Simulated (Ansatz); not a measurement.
# GeH2 (SMILES [H][Ge][H]): HSE06/STO-3G

Aim: the vertical electron affinity of GeH2 at HSE06/STO-3G, from 2 runs. 

Program for the calculation: Ansatz 0.2.0.

33 further runs of the same task are left out: 6 that didn't finish, 27 set aside as unsound or not needed.

### Step 1. Starting point

GeH2: 3 atoms, total charge 0, spin state singlet. SMILES: `[H][Ge][H]`. The shape comes from GFN2-xTB, which is rough for such elements, and wasn't checked as a minimum.

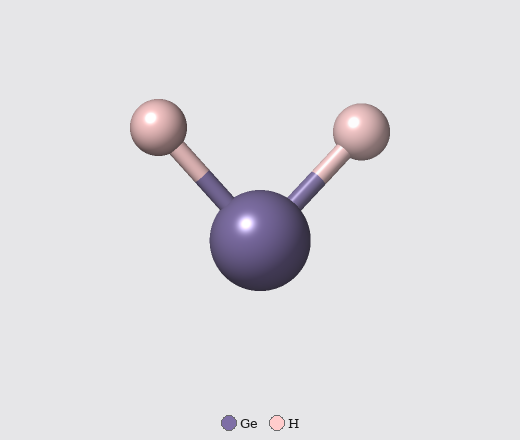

The structure, seen from a chosen angle (germanium purple, hydrogen pink).

### Step 2. A single-point energy at HSE06/STO-3G

job.yaml reads:

```yaml
crystal:
  periodic: [false, false, false]
  atoms:
    - symbol: Ge
      position_ang: [0.004590, -0.009050, -0.781020]
    - symbol: H
      position_ang: [1.098840, -0.017820, 0.398440]
    - symbol: H
      position_ang: [-1.103430, 0.026870, 0.382580]
basis:
  gaussian: {orbitals: STO-3G}
hamiltonian: {xc: hse06}
accuracy: high
```

On the command line:

```
$ ansatz run job.yaml --threads 1 --pin off --max-ram 2610MiB --events-out events.jsonl --progress --plain --runs-dir runs
```

The log of the run:

```text
Warning: RAYON_NUM_THREADS=1 ignored (pool sized by the plan → 1); use --threads N
Functional definition: HSE06
  name "HSE06"
  parameter a = 0.25
  parameter omega = 0.11/bohr
  exchange = pbe_x - a*pbe_x_sr(omega) + a*exact_x_sr(omega)
  correlation = pbe_c
235 factors; integrals over basis functions are off by at most 1.3e-8 eV
40 factors; integrals over basis functions are off by at most 1.8e-9 eV
mean field evaluation 1: about -55843.1431 eV, gradient 6.8e1 eV
mean field evaluation 2: about -55882.1984 eV, gradient 4.4e1 eV
mean field evaluation 4: about -55889.4567 eV, gradient 8.6e0 eV
mean field evaluation 8: about -55889.7433 eV, gradient 1.7e-1 eV
mean field evaluation 16: about -55889.7440 eV, gradient 3.3e-6 eV
mean field -55889.74404393 eV, -2053.9102101852 hartree, gradient 2.3e-8 eV, S^2 0.000000; 0 other end points of the search recorded, 0 dependent functions left out
reference -55889.74404547 eV, -2053.9102102418 hartree; 17, 17 occupied and 3, 3 virtual orbitals, 235 factors
Total energy: -55889.74404547 eV, -2053.9102102418 hartree
```

It took 0.91 s on 1 thread of Arm Neoverse V1, shared host.

### Step 3. The doublet anion

molecule.yaml reads:

```yaml
crystal:
  periodic: [false, false, false]
  atoms:
    - symbol: Ge
      position_ang: [0.004590, -0.009050, -0.781020]
    - symbol: H
      position_ang: [1.098840, -0.017820, 0.398440]
    - symbol: H
      position_ang: [-1.103430, 0.026870, 0.382580]
basis:
  gaussian:
    orbitals: STO-3G
total_charge: -1
magnetization:
  spin_polarized: true
  initial_magnetization: 1
hamiltonian:
  xc: {name: HSE06}
accuracy: high
```

On the command line:

```
$ ansatz run molecule.yaml --threads 1 --pin off --max-ram 2610MiB --events-out events.jsonl --progress --plain --runs-dir runs
```

The log of the run, cut to the lines that bear on the results:

```text
Warning: RAYON_NUM_THREADS=1 ignored (pool sized by the plan → 1); use --threads N
[... 6 set-up lines as earlier in the session ...]
235 factors; integrals over basis functions are off by at most 1.3e-8 eV
40 factors; integrals over basis functions are off by at most 1.8e-9 eV
mean field evaluation 1: about -55872.4035 eV, gradient 3.8e1 eV
mean field evaluation 2: about -55882.8398 eV, gradient 2.1e1 eV
mean field evaluation 4: about -55886.2429 eV, gradient 2.7e0 eV
mean field evaluation 8: about -55886.3228 eV, gradient 7.8e-2 eV
mean field evaluation 16: about -55886.3238 eV, gradient 8.0e-5 eV
mean field evaluation 32: about -55886.1353 eV, gradient 2.0e0 eV
mean field -55886.32383537 eV, -2053.7845198389 hartree, gradient 3.7e-8 eV, S^2 0.752443; 5 other end points of the search recorded, 0 dependent functions left out
reference -55886.32383700 eV, -2053.7845198988 hartree; 18, 17 occupied and 2, 3 virtual orbitals, 235 factors
Total energy: -55886.32383700 eV, -2053.7845198988 hartree
```

It took 1.9 s on 1 thread of Arm Neoverse V1, shared host; peak memory 0.11 GiB.

### Step 4. Summary of results

Level: HSE06/STO-3G.

```
                                         quantity           value
                       singlet GeH2: total energy  -2053.91021 Eh
                      doublet anion: total energy  -2053.78452 Eh
                              doublet anion: ⟨S²⟩           0.752
vertical electron affinity (to the doublet anion)       -3.420 eV
```

**Reading.** The anion lies 3.42 eV (79 kcal/mol) above the neutral: the electron isn't bound at this level, and such a value depends on the basis. Without diffuse functions anions come out too high. In a minimal basis such a difference can be off by several eV, whatever the method.
